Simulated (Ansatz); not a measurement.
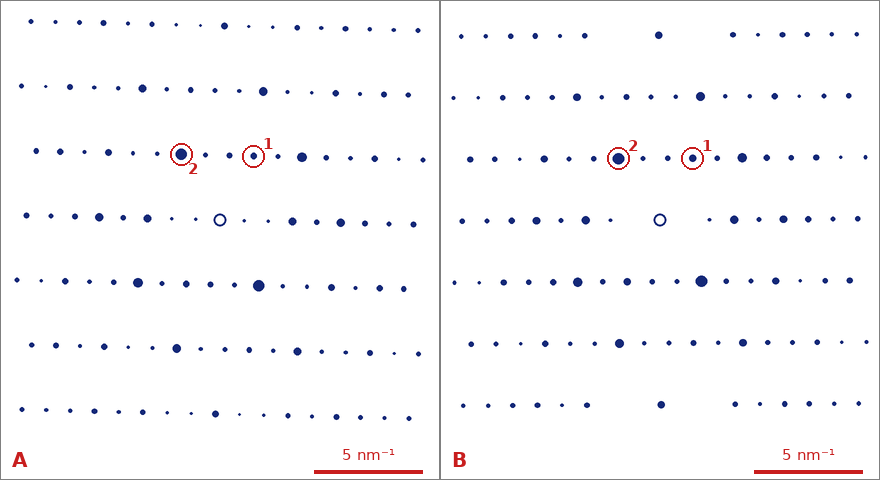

Kinematic electron diffraction patterns (300 kV, B = 0.5 Å², same scale) along [1-10] of the run's own cell, for the start and the end of one relaxation of Sn3P2 with Ansatz, DFT PBE, scalar-relativistic, plane waves, PAW. k mesh 12×12×12. The start is a generated model structure, and the relaxation ends in the nearest stationary point of its symmetry, not necessarily the ground state. Spot 1 is -1 -1 -2 and spot 2 is 2 2 1 in both.

Start structure:

```yaml
crystal:
  lattice:
    - [1.91749, 1.10706, 8.88853]
    - [-1.91749, 1.10706, 8.88853]
    - [0.00000, -2.21412, 8.88853]
  atoms:
    - { symbol: Sn, position: [0.00000, 0.00000, 0.00000] }
    - { symbol: Sn, position: [0.20950, 0.20950, 0.20950] }
    - { symbol: Sn, position: [0.79050, 0.79050, 0.79050] }
    - { symbol: P, position: [0.40000, 0.40000, 0.40000] }
    - { symbol: P, position: [0.60000, 0.60000, 0.60000] }
```

> Which pattern belongs to the start structure, and which to the relaxed one?

A is the start: its cell gives d(1) = 2.973 Å, d(2) = 2.819 Å and an angle of 58.4°. B is the relaxed structure, with d(1) = 3.078 Å (+3.5 %), d(2) = 2.901 Å (+2.9 %) and 61.9°.

> Name reflections whose intensity changes strongly on relaxation.

6 6 6 goes from 4.4 to 9 % of the strongest spot.

> What did the relaxation do to the structure and the energy?

The volume changed by +8.1 % to 24.47 Å³ an atom; with the mean shift removed, the atoms moved by up to 0.09 Å relative to the cell (Sn most); the space group stayed R-3m (No. 166); the free energy fell by 33 meV an atom. Relaxed cell: a = 9.002 Å, b = 9.002 Å, c = 9.002 Å, α = 25.87°, β = 25.87°, γ = 25.87°.
